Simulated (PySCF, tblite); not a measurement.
**CH6NOSSi3 radical: geometry, infrared bands and EPR parameters**

Aim: predict the infrared bands and EPR parameters of CH6NOSSi3 radical (`N#C[SiH2]S[SiH]O[SiH3]`).

Programs: tblite 0.8.0 and PySCF 2.14.0, with density-fitted response routines of our own. Each step states its level of theory. These are calculated values for one molecule in the gas phase, unless marked as measured. Atoms are numbered from 0 throughout.

## (1) The starting structure

13 atoms, charge 0, multiplicity 2; geometry from: force field or distance geometry start.

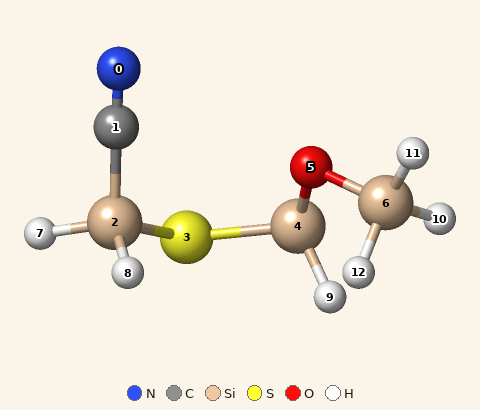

As it starts; nitrogen blue, carbon grey, silicon light orange, sulfur yellow, oxygen red, hydrogen white, atoms numbered.

## (2) Relaxing the molecule with GFN2-xTB

What the job is given:

```
{"job": {"kind": "relax", "xc": "GFN2-xTB", "basis": "xTB"}, "charge": 0, "multiplicity": 2}
N     -2.255600     1.599900    -2.300500
C     -2.361400     0.990600    -1.356200
Si    -2.495600    -0.028200     0.183300
S     -1.392600    -1.832400    -0.000800
Si     0.707900    -1.533300    -0.095800
O      1.133800    -0.013900    -0.799200
Si     2.588800     0.464100     0.030100
H     -3.919100    -0.399900     0.268600
H     -2.133700     0.762200     1.361700
H      1.316100    -1.603100     1.246200
H      3.435300    -0.753500     0.022800
H      3.226700     1.600700    -0.591800
H      2.145200     0.747300     1.430200
```

Launch:

```console
$ OMP_NUM_THREADS=1 python probes_run.py task.json out
```

The driver reads the jobs from task.json and runs them one after another.

**Question.** This job is followed by: GFN2-xTB harmonic vibrations, gas phase; UKS B3LYP, pcH-1 on C H N O S Si, non-relativistic, mean-field spin-orbit, GIAO. What will the session give for the following? strongest single infrared mode (GFN2-xTB); zero-point energy (GFN2-xTB); g(iso) (B3LYP); ⟨S²⟩; largest a(iso) (averaged by class); potential on the surface of density 0.002 e/bohr³, 1st and 99th percentile.

As calculated:

```
                                                                  quantity                    value
                                 strongest single infrared mode (GFN2-xTB)    1090 cm⁻¹, 548 km/mol
                                              zero-point energy (GFN2-xTB)            39.7 kcal/mol
                                                            g(iso) (B3LYP)                  2.00357
                                                                      ⟨S²⟩       0.752 (exact 0.75)
                                        largest a(iso) (averaged by class)  29Si on Si4, -834.6 MHz
potential on the surface of density 0.002 e/bohr³, 1st and 99th percentile       -1.51 V and 1.83 V
```

What this shows: The optimisation took 168 steps and gained 1.022 eV; among the close pairs (by a distance rule), Si4–O5 changed most, from 1.728 to 1.612 Å. The frame itself reshapes: Si4···Si6 goes from 2.75 to 3.21 Å. No mode is imaginary among the 33: a minimum at this level. The strongest single mode, at 1090 cm⁻¹, moves mainly O5. Unscaled tight-binding wavenumbers are off by several per cent, some by more. Its intensities can rank the bands wrongly. Most of the unpaired spin sits on Si4 (0.75 e). The isotropic g lies 1.3 ppt above the free-electron value.
